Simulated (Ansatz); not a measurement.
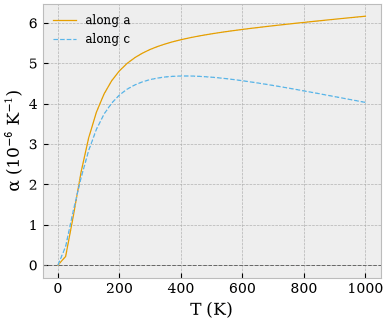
Fig. 1. Linear thermal expansion of MoSe2 (P6_3/mmc, relaxed from the 2H-MoS2 type) from the quasi-harmonic free energy, LDA density-functional theory in Ansatz (plane waves, PAW)

Dynamical quadrupoles are not included in the interpolation of the phonons between the solved wave vectors. The pressure is 10 GPa. The structure is held there; whether it is the stable one at that pressure was not tested.

### Question
Read off α in the basal plane at 600 K, and say whether it is negative anywhere.

### Answer
About 5.8 × 10⁻⁶ K⁻¹. It is not negative in the range shown.

The PAW data sets were generated under PBE and serve the other functionals too.

Ansatz is an electronic-structure program.
